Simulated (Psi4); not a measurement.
**B3LYP/6-31G(d) (spherical functions) run of C2H4Al− (SMILES C#[C][AlH3-])**

Aim: the vertical singlet–triplet gap of C2H4Al− at B3LYP/6-31G* (spherical functions), from 2 runs. 

Program for the calculation: Psi4 1.11.

6 further runs of the same task are left out: 2 that didn't finish, 4 set aside as unsound or not needed.

**1. Starting point**

The species is C2H4Al− (7 atoms), meant as a singlet with charge -1. As SMILES, `C#[C][AlH3-]`. The shape comes from GFN2-xTB, which is rough for such elements, and wasn't checked as a minimum.

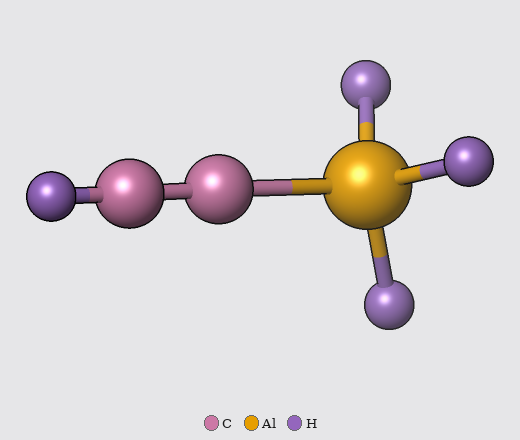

Viewed from a chosen angle; carbon pink, aluminium amber, hydrogen purple.

**2. A single-point energy at B3LYP/6-31G(d) (spherical functions)**

Input file c2h4al_ase.py:

```python
import numpy as np
from ase.calculators.psi4 import Psi4
from ase import Atoms

mol = Atoms(['C', 'C', 'Al', 'H', 'H', 'H', 'H'], positions=[
    [-0.916000, -1.890510, 0.036740],
    [-0.396540, -0.796130, 0.007040],
    [0.491510, 1.012710, -0.020910],
    [-1.380740, -2.845310, 0.060780],
    [0.284440, 1.706620, -1.474090],
    [-0.163180, 1.963600, 1.120790],
    [2.080500, 0.849040, 0.269660],
])
calc = Psi4(atoms=mol, method='b3lyp', basis='6-31G*', memory='1600MB', num_threads=1, charge=-1, multiplicity=1, label='calc')
calc.psi4.set_options({'puream': True, 'e_convergence': 1e-09, 'd_convergence': 1e-08, 'scf_type': 'pk', 'dft_radial_points': 99, 'dft_spherical_points': 590})
mol.calc = calc

print(f'energy: {mol.get_potential_energy():.6f} eV')
```

Started as:

```bash
$ python c2h4al_ase.py
```

calc.dat:

```text
[...]
  Running in c1 symmetry.
[...]
  Nuclear repulsion =   74.135103438769605
[...]
  Multiplicity = 1
[...]
  Nalpha       = 15
  Nbeta        = 15
[...]
    Number of basis functions: 54
[...]
   @RKS iter   1:  -320.77548774014326   -6.73440e-01   1.09796e-02 ADIIS/DIIS
[...]
   @RKS iter  10:  -321.02007512001285   -4.54747e-12   4.73320e-09 DIIS
[...]
    Orbital Energies [Eh]
    ---------------------
    Doubly Occupied:
       1A    -55.794873     2A     -9.986297     3A     -9.973995
       4A     -3.892294     5A     -2.445103     6A     -2.444491
       7A     -2.444490     8A     -0.545758     9A     -0.364196
      10A     -0.232689    11A     -0.132444    12A     -0.102352
      13A     -0.102328    14A     -0.071512    15A     -0.071473
[...]
  @RKS Final Energy:  -321.02007512001285
   => Energetics <=
    Nuclear Repulsion Energy =             74.1351034387696046
    One-Electron Energy =                -595.0852179938805193
    Two-Electron Energy =                 225.0932717686524427
    DFT Exchange-Correlation Energy =     -25.1632323335544186
    Empirical Dispersion Energy =           0.0000000000000000
    VV10 Nonlocal Energy =                  0.0000000000000000
    Total Energy =                       -321.0200751200128479
[...]
 Multipole Moments:
 ------------------------------------------------------------------------------------
     Multipole            Electronic (a.u.)      Nuclear  (a.u.)        Total (a.u.)
 ------------------------------------------------------------------------------------
 L = 1.  Multiply by 2.5417464519 to convert [e a0] to [Debye]
 Dipole X            :         -1.1363220            0.3990810           -0.7372410
 Dipole Y            :         -2.3069890            0.7956921           -1.5112969
 Dipole Z            :          0.0271030            0.0011357            0.0282387
 Magnitude           :                                                    1.6817670
[...]
```

Standard output:

```text
energy: -8735.401186 eV
```

Run time: 14 s. Hardware: 1 thread of Intel Xeon Platinum 8375C at 2.90GHz (Ice Lake), shared host; peak memory 0.78 GiB.

**3. The triplet: energy and gradient at UB3LYP/6-31G(d) (spherical functions)**

Input file c2h4al.in:

```
memory 1.6 GB

molecule mol {
  -1 3
  C     -0.916000    -1.890510     0.036740
  C     -0.396540    -0.796130     0.007040
  Al     0.491510     1.012710    -0.020910
  H     -1.380740    -2.845310     0.060780
  H      0.284440     1.706620    -1.474090
  H     -0.163180     1.963600     1.120790
  H      2.080500     0.849040     0.269660
  symmetry c1
}

set globals {
  reference            uks
  puream               true
  e_convergence        1e-09
  d_convergence        1e-08
  scf_type             pk
  dft_radial_points    99
  dft_spherical_points 590
  maxiter              200
}

E, wfn = gradient("b3lyp/6-31G*", return_wfn=True)
oeprop(wfn, "WIBERG_LOWDIN_INDICES", "LOWDIN_CHARGES", "MULLIKEN_CHARGES", title="B3LYP")
```

Started as:

```bash
$ psi4 -i c2h4al.in -o c2h4al.out -n 1
```

c2h4al.out:

```text
[...]
  Running in c1 symmetry.
[...]
  Nuclear repulsion =   74.135103438769605
[...]
  Multiplicity = 3
[...]
  Nalpha       = 16
  Nbeta        = 14
[...]
    Number of basis functions: 54
[...]
   @UKS iter   1:  -320.27663582664439   -1.74588e-01   1.50763e-02 ADIIS/DIIS
[...]
   @UKS iter  39:  -320.81781434420139   -9.77707e-12   8.99819e-09 DIIS
[...]
   @S^2 Observed:                2.006111422E+00
[...]
    Orbital Energies [Eh]
    ---------------------
    Alpha Occupied:
       1A    -55.789374     2A    -10.008580     3A     -9.988000
       4A     -3.885598     5A     -2.438177     6A     -2.438109
       7A     -2.437971     8A     -0.598795     9A     -0.382739
      10A     -0.235915    11A     -0.170294    12A     -0.138481
      13A     -0.124924    14A     -0.082051    15A     -0.074619
      16A      0.111564
    Alpha Virtual:
      17A      0.202396    18A      0.219705    19A      0.259107
      20A      0.261967    21A      0.268921    22A      0.289049
      23A      0.366655    24A      0.414578    25A      0.419380
[...]
  @UKS Final Energy:  -320.81781434420139
   => Energetics <=
    Nuclear Repulsion Energy =             74.1351034387696046
    One-Electron Energy =                -594.7269895660060683
    Two-Electron Energy =                 224.9582673585100281
    DFT Exchange-Correlation Energy =     -25.1841955754750266
    Empirical Dispersion Energy =           0.0000000000000000
    VV10 Nonlocal Energy =                  0.0000000000000000
    Total Energy =                       -320.8178143442013948
[...]
 Multipole Moments:
 ------------------------------------------------------------------------------------
     Multipole            Electronic (a.u.)      Nuclear  (a.u.)        Total (a.u.)
 ------------------------------------------------------------------------------------
 L = 1.  Multiply by 2.5417464519 to convert [e a0] to [Debye]
 Dipole X            :         -1.1550709            0.3990810           -0.7559899
 Dipole Y            :         -2.4794379            0.7956921           -1.6837458
 Dipole Z            :          0.0513693            0.0011357            0.0525050
 Magnitude           :                                                    1.8464229
[...]
  -Total Gradient:
     Atom            X                  Y                   Z
    ------   -----------------  -----------------  -----------------
       1        0.099039577757     0.216268514093    -0.006259597840
       2       -0.104944117985    -0.229970335724     0.006768287297
       3        0.013507834128     0.018203946531     0.001304204290
       4        0.001507633214     0.000258498275     0.000180340934
       5       -0.000981791170    -0.000583018454     0.004976820768
       6        0.000315062507    -0.002073860927    -0.005292759729
       7       -0.008444570549    -0.002103249592    -0.001677055367
[...]
  Mulliken Charges: (a.u.)
   Center  Symbol    Alpha    Beta     Spin     Total
       1     C     3.66414  2.62027  1.04387 -0.28442
       2     C     3.49962  2.61576  0.88386 -0.11537
       3    AL     6.54356  6.55574 -0.01218 -0.09931
       4     H     0.41388  0.47677 -0.06290  0.10935
       5     H     0.61106  0.59569  0.01537 -0.20675
       6     H     0.61721  0.58828  0.02893 -0.20549
       7     H     0.65053  0.54748  0.10305 -0.19801
   Total alpha = 16.00000, Total beta = 14.00000, Total charge = -1.00000
  Lowdin Charges: (a.u.)
[...]
```

Wall time 64 s (1 thread of Intel Xeon Platinum 8375C at 2.90GHz (Ice Lake), shared host); peak memory 0.76 GiB.

**4. Outcome**

Level: B3LYP/6-31G* (spherical functions).

```
                                                      quantity          value
                                         singlet: total energy  -321.02008 Eh
                                          singlet: HOMO energy       -1.94 eV
                                          singlet: LUMO energy        5.79 eV
singlet: HOMO–LUMO gap (to an unbound level, set by the basis)        7.73 eV
                                         triplet: total energy  -320.81781 Eh
                   triplet: HOMO energy (highest over α and β)        3.04 eV
                                                 triplet: ⟨S²⟩          2.006
                             triplet: largest force on an atom    13.003 eV/Å
              vertical energy of the triplet above the singlet       5.504 eV
```

What this shows: At this shape the triplet lies 5.50 eV (127 kcal/mol) above the singlet. For an anion a state so high probably lies above electron detachment. The HOMO (triplet) lies at positive energy, 3.04 eV; only total energies tell whether the electron is bound.
